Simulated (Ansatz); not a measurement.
**Germanium, hcp: r²SCAN0 after r²SCAN**

How do the levels change when part of the exchange is made exact, and what does it cost? Spin polarisation is left out. The geometry was relaxed under r²SCAN beforehand and is kept. Exact exchange is dear, so the k-mesh is coarse, and r²SCAN is run on the same mesh for comparison.

Computed with Ansatz 0.2.0 (DFT, plane waves (500 eV) with PBE-made PAW files, scalar-relativistic; functionals as named at each step, unless a step says otherwise).

## (1) The starting structure

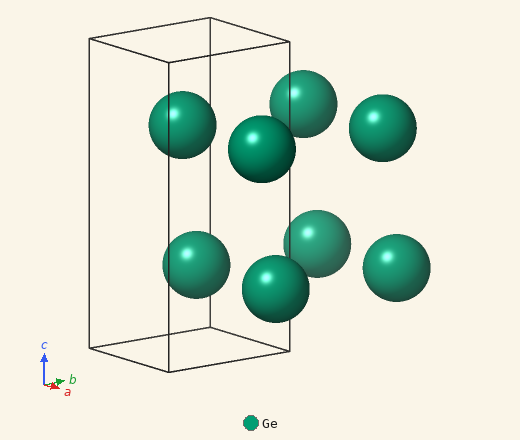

The structure, seen slightly off an axis (germanium teal). 2×2×1 cells are drawn. Any atoms on the faces are drawn again on the opposite ones.

As a file:

```xyz
2
Lattice="3.0351 0.0000 0.0000 -1.5176 2.6285 0.0000 0.0000 0.0000 4.7008" Properties=species:S:1:pos:R:3 pbc="T T T"
Ge    0.0000    1.7523    1.1752
Ge    1.5176    0.8762    3.5256
```

## (2) r²SCAN on the coarse mesh

The run with r²SCAN.

The input, input.yaml:

```yaml
crystal:
  lattice:
    - [3.035100635, 0.0, 0.0]
    - [-1.5175503175, 2.6284742529, 0.0]
    - [0.0, 0.0, 4.7007543998]
  atoms:
    - { symbol: Ge, position: [0.3333333333, 0.6666666667, 0.25] }
    - { symbol: Ge, position: [0.6666666667, 0.3333333333, 0.75] }
hamiltonian:
  xc: r2scan
  pseudopotentials:
    kind: paw
    azcp:
      Ge: "pseudopotentials/Ge.paw.azcp"
basis:
  ecutwfc: 500
  fft_grid_basis: typed
kpoints:
  mp_grid: { grid: [6, 6, 4], shift: [0, 0, 0] }
magnetization:
  spin_polarized: false
scf:
  occupations: { method: fermi_dirac, width: 0.1 }
```

Launch:

```
$ ansatz run input.yaml --threads 4 --pin off --max-ram 8192MiB --backend cpu --events-out ev --progress --plain --runs-dir out
```

Output:

```text
Warning: RAYON_NUM_THREADS=4 ignored (pool sized by the plan → 4); use --threads N
Engine: ansatz 0.2.0, x86_64-unknown-linux-gnu
Pseudopotentials: kind: paw
Pseudopotential: Ge, paw, valence charge 14, recommended cutoff 500 eV (meta_gga), <dir>
Functional definition: r2SCAN
  parameter k0 = 0.174
  parameter k1 = 0.065
  parameter a1 = 4.9479
  exchange = r2scan_x(k0 = k0, k1 = k1, a1 = a1)
  correlation = r2scan_c
Crystal: 2 atoms, lattice volume = 37.501 Å³
Basis set: ecut = 500 eV, 953 PW (Γ), exchange–correlation on 96×96×144 points (64 copies of the dense FFT grid, shifted against one another)
Bands: 18, of which v1, the nominal top of the filled ones, is band 14 counted from 1 (13 counted from 0)
Symmetry: 24 space group operations
Space group: P63/mmc (ITA 194), of the structure as read, at distance tolerance 3.3e-5 Å
k-points: 21 of 144
Non-local potential: Ge, projectors of the file, l = 0: 2, l = 1: 2, l = 2: 3, l = 3: 1
PAW form: soft (Blöchl's): semilocal exchange-correlation on the pseudo side does not see the compensation charge
PAW frozen core: Ge, regenerated for the run's functional (the file was generated under x = pbe(κ = 0.804, μ = 0.2195149727645171), c = pbe(β = 0.06672455060314922))
PAW one-centre angular grid: Ge, 590 points (default); XC on 160 Gauss nodes
Initial density: superposition of atomic densities (neutral atoms: chi_scale 0, normalization atom), corrected by the library's trained network
Initial wavefunctions: pseudopotential atomic-orbital guess
Functional: x = r2scan, c = r2scan; τ floored in thin density (d = 2e-4 eV/Å³)
SCF iter   1: F=—  HF=-8604.595774 eV  |F-HF|=—  |Δ(HF+E_count)|=         —  Δρ=7.86e-3  dr2=7.76e-3  dr2_τ=6.27e-4  ethr=1.77e-3  ⟨swp⟩=4.9  Hψ=1542  notcnv=0
preconditioner: auto → none  [metal: Δε(μ)=0.189 eV  Ē_g=24.057 eV  σ=0.100 eV  W_gap=0.43  n_scr=8 (ndim 8)  ℏωp=32.1 eV  f_vac=0.000  D(μ)=1.12/eV (n_scr^D=2)  sad-step TF]
SCF iter   2: F=—  HF=-8604.612089 eV  |F-HF|=—  |Δ(HF+E_count)|=   1.63e-2  Δρ=3.21e-3  dr2=2.06e-3  dr2_τ=2.20e-5  ethr=2.77e-5  ⟨swp⟩=2.0  Hψ=919  notcnv=0  defer=2
SCF iter   3: F=—  HF=-8604.613871 eV  |F-HF|=—  |Δ(HF+E_count)|=   1.78e-3  Δρ=1.67e-3  dr2=5.40e-4  dr2_τ=6.43e-6  ethr=7.36e-6  ⟨swp⟩=2.0  Hψ=444  notcnv=0  defer=2
SCF iter   4: F=—  HF=-8604.614612 eV  |F-HF|=—  |Δ(HF+E_count)|=   7.42e-4  Δρ=8.45e-5  dr2=2.15e-6  dr2_τ=1.40e-8  ethr=1.93e-6  ⟨swp⟩=2.0  Hψ=461  notcnv=0  defer=2
SCF iter   5: F=—  HF=-8604.614617 eV  |F-HF|=—  |Δ(HF+E_count)|=   4.85e-6  Δρ=1.21e-5  dr2=4.45e-8  dr2_τ=3.83e-10  ethr=7.66e-9  ⟨swp⟩=2.0  Hψ=468  notcnv=0  defer=2
SCF iter   6: F=-8604.614617 eV  HF=-8604.614617 eV  |F-HF|=2.49e-10  |Δ(HF+E_count)|=   1.34e-7  Δρ=8.12e-7  dr2=2.22e-10  dr2_τ=1.93e-12  ethr=1.59e-10  ⟨swp⟩=1.0  Hψ=932  notcnv=0
SCF 1 converged in 6 iterations: F = -8604.614617 eV  dr2 = 2.22e-10
SCF converged after 6 iterations
Free energy (F): -8604.614617 eV
Harris-Foulkes:  -8604.614617 eV  (|F-HF|=2.49e-10)
Internal energy: -8604.578357 eV  (E = F + TS)
E sigma→0 (E₀):  -8604.596487 eV
Entropy (-TS):   -0.036261 eV (-18.130 meV/atom)
Fermi energy:    11.291667 eV
--- Per-component energies (eV) ---
  E_band       = -242.645993
  E_kinetic    = 219.560702
  E_local      = -4248.531381  (includes V_loc(G=0)·N_el)
  E_nonlocal   = 832.879974
  E_hartree    = 1859.172296
  E_xc         = -137.771798
  E_vxc        = -136.000316  (∫ρ·V_xc dr)
  E_paw        = -4060.661764  (= ΣΔE_a)
  E_vpaw       = -637.015255  (= ΣTr[D̂ρ^β])
  E_aug_tail   = 0.000028  (compensation charges beyond the density's cutoff)
  E_vtau       = 8.115757  (kinetic-family band-sum trace: ∫τ·v_τ [+ j·A + Jᵃ·Aᵃ] dr)
  E_ewald      = -3067.054882
  E_core_change = -2.171532  (= ΣΔE_core)
  E_smearing   = -0.036261  (= −TS)
  E_closure    = 0.000000  (closes the sum)
  Σ components = -8604.614617   (vs F -8604.614617, Δ=0.00e0)
```

Run time: 0.42 s. Hardware: 4 threads of Intel Xeon 6975P-C (Granite Rapids), shared host; peak memory 0.39 GiB.

## (3) r²SCAN0 on the coarse mesh

The run with r²SCAN0.

input.yaml, as its differences from that of step 2:

```diff
@@ -9,3 +9,3 @@
 hamiltonian:
-  xc: r2scan
+  xc: r2scan0
   pseudopotentials:
```

Launch:

```
$ ansatz run input.yaml --threads 4 --pin off --max-ram 8192MiB --backend cpu --events-out ev --progress --plain --runs-dir out
```

Output:

```text
Warning: RAYON_NUM_THREADS=4 ignored (pool sized by the plan → 4); use --threads N
[... 3 set-up lines as earlier in the session ...]
Functional definition: r2SCAN0
  parameter a = 0.25
[... 3 set-up lines as earlier in the session ...]
  exchange = (1 - a)*r2scan_x(k0 = k0, k1 = k1, a1 = a1) + a*exact_x
[... 1 set-up line as earlier in the session ...]
Crystal: 2 atoms, lattice volume = 37.501 Å³
Basis set: ecut = 500 eV, 953 PW (Γ), exchange–correlation on 96×96×144 points (64 copies of the dense FFT grid, shifted against one another)
Bands: 18, of which v1, the nominal top of the filled ones, is band 14 counted from 1 (13 counted from 0)
[... 2 set-up lines as earlier in the session ...]
k-points: 21 of 144
[... 2 set-up lines as earlier in the session ...]
PAW frozen core: Ge, regenerated for the run's functional, and the local potential with it (the file was generated under x = pbe(κ = 0.804, μ = 0.2195149727645171), c = pbe(β = 0.06672455060314922))
[... 3 set-up lines as earlier in the session ...]
Functional: x = r2scan, c = r2scan; τ floored in thin density (d = 2e-4 eV/Å³), warm-up for x = 0.75 r2scan + 0.25 exact, c = r2scan; τ floored in thin density (d = 2e-4 eV/Å³)
SCF iter   1: F=—  HF=-8604.596331 eV  |F-HF|=—  |Δ(HF+E_count)|=         —  Δρ=7.98e-3  dr2=8.01e-3  dr2_τ=6.32e-4  ethr=1.77e-3  ⟨swp⟩=5.2  Hψ=1370  notcnv=0
preconditioner: auto → none  [metal: Δε(μ)=0.188 eV  Ē_g=24.057 eV  σ=0.100 eV  W_gap=0.42  n_scr=8 (ndim 8)  ℏωp=32.1 eV  f_vac=0.000  D(μ)=1.12/eV (n_scr^D=2)  sad-step TF]
SCF iter   2: F=—  HF=-8604.613322 eV  |F-HF|=—  |Δ(HF+E_count)|=   1.70e-2  Δρ=3.21e-3  dr2=2.06e-3  dr2_τ=2.09e-5  ethr=2.86e-5  ⟨swp⟩=3.3  Hψ=1069  notcnv=0
SCF iter   3: F=—  HF=-8604.615113 eV  |F-HF|=—  |Δ(HF+E_count)|=   1.79e-3  Δρ=1.69e-3  dr2=5.40e-4  dr2_τ=6.89e-6  ethr=7.34e-6  ⟨swp⟩=3.0  Hψ=755  notcnv=0
iter 4 solved again at ethr=8.43e-9 eV; its pass at ethr=1.93e-6 eV (dr2=2.36e-6 eV) is discarded
SCF iter   4: F=—  HF=-8604.615844 eV  |F-HF|=—  |Δ(HF+E_count)|=   7.30e-4  Δρ=9.66e-5  dr2=2.30e-6  dr2_τ=2.76e-8  ethr=8.43e-9  ⟨swp⟩=4.0  Hψ=1958  notcnv=0
SCF iter   5: F=—  HF=-8604.615847 eV  |F-HF|=—  |Δ(HF+E_count)|=   3.30e-6  Δρ=1.62e-5  dr2=7.31e-8  dr2_τ=1.57e-9  ethr=8.23e-9  ⟨swp⟩=3.1  Hψ=986  notcnv=0
SCF iter   6: F=—  HF=-8604.615847 eV  |F-HF|=—  |Δ(HF+E_count)|=   2.10e-7  Δρ=1.87e-6  dr2=9.35e-10  dr2_τ=2.16e-11  ethr=2.61e-10  ⟨swp⟩=3.4  Hψ=786  notcnv=0
SCF iter   7: F=-8604.615847 eV  HF=-8604.615847 eV  |F-HF|=5.46e-12  |Δ(HF+E_count)|=   3.04e-9  Δρ=3.47e-7  dr2=2.82e-11  dr2_τ=3.95e-13  ethr=3.34e-12  ⟨swp⟩=4.0  Hψ=1261  notcnv=0
SCF 1 converged in 7 iterations: F = -8604.615847 eV  dr2 = 2.82e-11
Initial density: handed on by an earlier stage of this run
Initial wavefunctions: those handed on with the density
Functional: x = 0.75 r2scan + 0.25 exact, c = r2scan; τ floored in thin density (d = 2e-4 eV/Å³)
Frozen-core exchange: fock
iter 1 solved again at ethr=2.58e-5 eV; its pass at ethr=1.00e-1 eV (dr2=7.23e-3 eV) is discarded
SCF iter   1: F=—  HF=-8602.510277 eV  |F-HF|=—  |Δ(HF+E_count)|=         —  Δρ=9.31e-3  dr2=1.13e-2  dr2_τ=1.96e-4  ethr=2.58e-5  ⟨swp⟩=4.1  Hψ=2138  notcnv=0
preconditioner: auto → none  [metal: Δε(μ)=0.306 eV  Ē_g=27.702 eV  σ=0.100 eV  W_gap=0.48  n_scr=8 (ndim 8)  ℏωp=32.1 eV  f_vac=0.000  D(μ)=0.53/eV (n_scr^D=2)]
SCF iter   2: F=—  HF=-8602.502790 eV  |F-HF|=—  |Δ(HF+E_count)|=   7.49e-3  Δρ=2.82e-3  dr2=2.13e-3  dr2_τ=2.05e-5  ethr=2.58e-5  ⟨swp⟩=3.0  Hψ=967  notcnv=0
SCF iter   3: F=—  HF=-8602.503083 eV  |F-HF|=—  |Δ(HF+E_count)|=   2.92e-4  Δρ=1.35e-3  dr2=1.22e-3  dr2_τ=2.66e-6  ethr=4.17e-6  ⟨swp⟩=2.0  Hψ=679  notcnv=0
SCF iter   4: F=—  HF=-8602.503161 eV  |F-HF|=—  |Δ(HF+E_count)|=   7.80e-5  Δρ=6.41e-5  dr2=9.75e-4  dr2_τ=3.00e-8  ethr=8.82e-7  ⟨swp⟩=2.3  Hψ=689  notcnv=0
SCF iter   5: F=—  HF=-8602.511325 eV  |F-HF|=—  |Δ(HF+E_count)|=   8.16e-3  Δρ=1.03e-3  dr2=1.62e-4  dr2_τ=2.65e-6  ethr=1.53e-9  ⟨swp⟩=5.2  Hψ=1780  notcnv=0
SCF iter   6: F=—  HF=-8602.511264 eV  |F-HF|=—  |Δ(HF+E_count)|=   6.12e-5  Δρ=8.97e-5  dr2=2.51e-5  dr2_τ=4.52e-8  ethr=1.53e-9  ⟨swp⟩=4.0  Hψ=1354  notcnv=0
SCF iter   7: F=—  HF=-8602.511262 eV  |F-HF|=—  |Δ(HF+E_count)|=   1.87e-6  Δρ=7.75e-6  dr2=2.44e-5  dr2_τ=2.11e-10  ethr=1.53e-9  ⟨swp⟩=4.0  Hψ=1186  notcnv=0
SCF iter   8: F=-8602.511432 eV  HF=-8602.511434 eV  |F-HF|=1.93e-6  |Δ(HF+E_count)|=   1.72e-4  Δρ=1.71e-4  dr2=5.23e-6  dr2_τ=7.04e-8  ethr=2.19e-11  ⟨swp⟩=5.9  Hψ=1815  notcnv=0
SCF 2 stopped early in 8 iterations: F = -8602.511432 eV  dr2 = 5.23e-6
hybrid outer 1: dexx = +9.328e-3 eV, tail = 4.46e-5 eV
Frozen-core exchange: fock
SCF iter   1: F=—  HF=-8602.511178 eV  |F-HF|=—  |Δ(HF+E_count)|=         —  Δρ=3.28e-5  dr2=5.07e-6  dr2_τ=2.47e-8  ethr=7.96e-7  ⟨swp⟩=3.1  Hψ=819  notcnv=0
preconditioner: auto → none  [metal: Δε(μ)=0.480 eV  Ē_g=27.537 eV  σ=0.100 eV  W_gap=0.49  n_scr=8 (ndim 8)  ℏωp=32.1 eV  f_vac=0.000  D(μ)=0.47/eV (n_scr^D=2)]
SCF iter   2: F=—  HF=-8602.511179 eV  |F-HF|=—  |Δ(HF+E_count)|=   7.89e-7  Δρ=1.69e-5  dr2=4.87e-6  dr2_τ=2.32e-9  ethr=9.95e-10  ⟨swp⟩=4.0  Hψ=1243  notcnv=0
SCF iter   3: F=—  HF=-8602.511281 eV  |F-HF|=—  |Δ(HF+E_count)|=   1.02e-4  Δρ=2.12e-5  dr2=2.32e-7  dr2_τ=7.04e-10  ethr=1.37e-10  ⟨swp⟩=4.0  Hψ=1324  notcnv=0
SCF iter   4: F=—  HF=-8602.511281 eV  |F-HF|=—  |Δ(HF+E_count)|=   1.55e-8  Δρ=8.55e-6  dr2=7.16e-8  dr2_τ=5.54e-10  ethr=1.37e-10  ⟨swp⟩=3.0  Hψ=978  notcnv=0
iter 5 solved again at ethr=1.00e-12 eV; its pass at ethr=7.55e-11 eV (dr2=2.45e-10 eV) is discarded
SCF iter   5: F=-8602.511281 eV  HF=-8602.511281 eV  |F-HF|=3.55e-10  |Δ(HF+E_count)|=   3.89e-8  Δρ=1.01e-6  dr2=4.90e-8  dr2_τ=2.92e-12  ethr=1.00e-12  ⟨swp⟩=2.0  Hψ=1679  notcnv=0
SCF 3 converged in 5 iterations: F = -8602.511281 eV  dr2 = 4.90e-8
hybrid outer 2: dexx = +1.024e-6 eV, tail = 1.08e-7 eV, Δε = 3.58e-3 eV (about 2.54e-4 eV left of the loop's levels)
hybrid SCF converged: 2 outer / 13 inner (+7 warm-up), last move |dexx| = 1.02e-6 eV, tail = 1.08e-7 eV
Stability not checked: this state was not tested for a lower state beside it, because the functional holds exact exchange (a hybrid, or Hartree-Fock), whose exchange loop this test does not read (fock_operator; see scf.lower_state_search)
Free energy (F): -8602.511281 eV
Frozen-core exchange: fock
Harris-Foulkes:  -8602.511281 eV  (|F-HF|=3.55e-10)
Internal energy: -8602.496556 eV  (E = F + TS)
E sigma→0 (E₀):  -8602.503919 eV
Entropy (-TS):   -0.014725 eV (-7.363 meV/atom)
Fermi energy:    11.339676 eV
--- Per-component energies (eV) ---
  E_band       = -324.187905
  E_kinetic    = 217.707300
  E_local      = -4250.756940  (includes V_loc(G=0)·N_el)
  E_nonlocal   = 834.029742
  E_hartree    = 1862.581224
  E_xc         = -107.201856
  E_vxc        = -104.482649  (∫ρ·V_xc dr)
  E_exx        = -119.876340  (= α·E_x^exact, valence–valence)
  E_paw        = -3969.669985  (= ΣΔE_a)
  E_vpaw       = -511.716479  (= ΣTr[D̂ρ^β])
  E_aug_tail   = 0.000028  (compensation charges beyond the density's cutoff)
  E_vtau       = 5.622182  (kinetic-family band-sum trace: ∫τ·v_τ [+ j·A + Jᵃ·Aᵃ] dr)
  E_ewald      = -3067.054882
  E_core_change = -2.254847  (= ΣΔE_core)
  E_smearing   = -0.014725  (= −TS)
  E_closure    = -0.000000  (closes the sum)
  Σ components = -8602.511281   (vs F -8602.511281, Δ=1.82e-12)
--- Band table (eV; the first three rows and the last of 21) ---
  k-point 0: bands = ["-18.0444", "-18.0384", "-18.0384", "-18.0291", "-18.0291", "-18.0259", "-18.0180", "-18.0180", "-17.9415", "-17.9415", "-4.7263", "2.2965", "4.2561", "18.6223", "18.6223", "20.9677", "20.9677", "23.0909"]
  k-point 1: bands = ["-18.0481", "-18.0481", "-18.0406", "-18.0360", "-18.0360", "-18.0277", "-17.9957", "-17.9957", "-17.9472", "-17.9472", "-4.2367", "-0.3369", "8.0050", "18.9980", "18.9980", "19.5613", "20.7791", "20.7791"]
  k-point 2: bands = ["-18.0473", "-18.0473", "-18.0473", "-18.0473", "-18.0333", "-18.0333", "-17.9663", "-17.9663", "-17.9663", "-17.9663", "-2.7708", "-2.7708", "13.8810", "13.8810", "19.9498", "19.9498", "19.9498", "19.9498"]
  k-point 20: bands = ["-18.0546", "-18.0546", "-18.0102", "-18.0102", "-17.9996", "-17.9996", "-17.9975", "-17.9975", "-17.9385", "-17.9385", "3.8274", "3.8274", "6.3220", "6.3220", "8.0217", "8.0217", "19.3298", "19.3298"]
```

Wall time 4.7 s (4 threads of Intel Xeon 6975P-C (Granite Rapids), shared host); peak memory 1.3 GiB.

## (4) The functionals compared

| functional | gap on the mesh | Fermi energy (eV) | SCF cycles | exchange loops | CPU time |
| --- | --- | --- | --- | --- | --- |
| r²SCAN | none (levels filled in part) | 11.292 | 6 | - | 1.1 s |
| r²SCAN0 | none (levels filled in part) | 11.340 | 20 | 2 | 15 s |

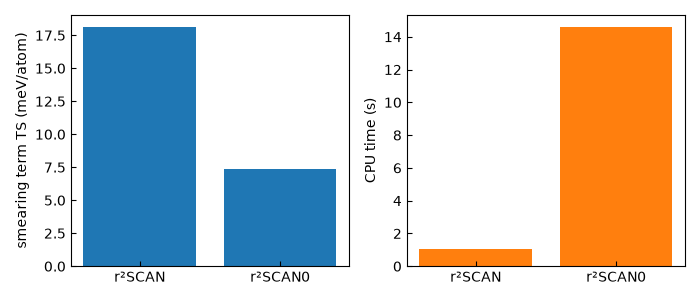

Smearing term and CPU time by functional.

## (5) Summary of results

| quantity | value |
| --- | --- |
| r²SCAN: gap | none (levels filled in part) |
| r²SCAN0: gap | none (levels filled in part) |
| r²SCAN0: SCF cycles, exchange loops | 20, 2 |
| r²SCAN0: CPU time over that of r²SCAN | 14 |
| r²SCAN0: relative to diamond | +688 meV/atom |

What this shows: Neither r²SCAN nor r²SCAN0 shows a clean gap on this mesh. The hybrid took 14 times as much CPU time as r²SCAN on the same settings. The exchange operator of r²SCAN0 was renewed in 2 outer loops. To compare with dense-mesh energies, the change of r²SCAN from this mesh and smearing to its dense run (-21.0 meV/atom, from a run not shown) is added. Under r²SCAN0 it lies 688 meV/atom above diamond (computed apart in the same way); on such meshes a few tens of meV are uncertain for metals. Absolute energies differ from functional to functional, by eV per atom at times, and say nothing by themselves.
